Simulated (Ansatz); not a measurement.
Molecular dynamics of C₃H₂F₄

C₃H₂F₄, set up with RKS PBE, rpa/6-31G* (Ansatz 0.2.0).

The geometry comes from this level: PBE0-D4/def2-TZVP.

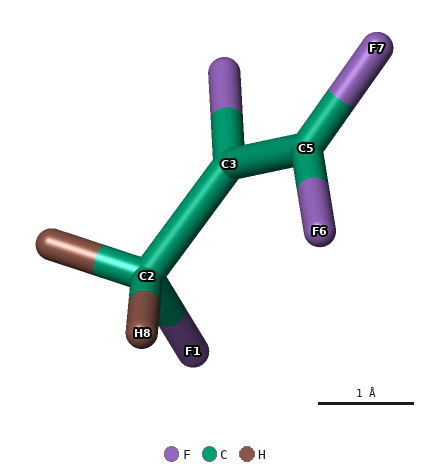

**Figure 1.** The starting structure (stick view, seen at a tilt; atoms are numbered from 1 in the order of the input). Bond lengths as drawn: C–C 1.33 to 1.47 Å, C–F 1.31 to 1.38 Å and C–H 1.09 Å.

## Input file
```yaml
crystal:
  periodic: [false, false, false]
  atoms:
    - {symbol: F, position_ang: [-1.100203, -1.811753, -0.193683]}
    - {symbol: C, position_ang: [0.107053, -1.135220, -0.187703]}
    - {symbol: C, position_ang: [-0.019429, 0.170429, 0.484162]}
    - {symbol: F, position_ang: [-0.146428, 0.146268, 1.816039]}
    - {symbol: C, position_ang: [-0.011670, 1.347566, -0.125747]}
    - {symbol: F, position_ang: [0.098665, 1.495416, -1.423512]}
    - {symbol: F, position_ang: [-0.102828, 2.497048, 0.485326]}
    - {symbol: H, position_ang: [0.433471, -0.998294, -1.220029]}
    - {symbol: H, position_ang: [0.829869, -1.757660, 0.348146]}
basis:
  gaussian: {orbitals: "6-31G*"}
hamiltonian: {xc: {name: PBE}}
correlation: {method: rpa}
md: {timestep: 2 fs, n_steps: 30, ensemble: nvt_langevin, temperature: 700, initial_velocities: maxwell_boltzmann, friction: 0.01, seed: 149}
```

Run on 4 threads of Arm Neoverse V2, 23 GiB of memory available, shared host.

Run as:
```bash
ansatz run in.yaml --threads 4 --pin off --events-out ev --progress --plain --max-ram 10444MiB
```

## Output
```
Error: forces are implemented only for Hartree–Fock and Kohn–Sham states of molecules, for MP2, coupled cluster and FCI on these and for active spaces without a correction or with SC-NEVPT2: ask for no forces
```

## What the run reported

| quantity | value |
| --- | --- |
| outcome | refused by the program |

## Diagnosis

The program refused the input: “forces are implemented only for Hartree–Fock and Kohn–Sham states of molecules, for MP2, coupled cluster and FCI on these and for active spaces without a correction or with SC-NEVPT2: ask for no forces”
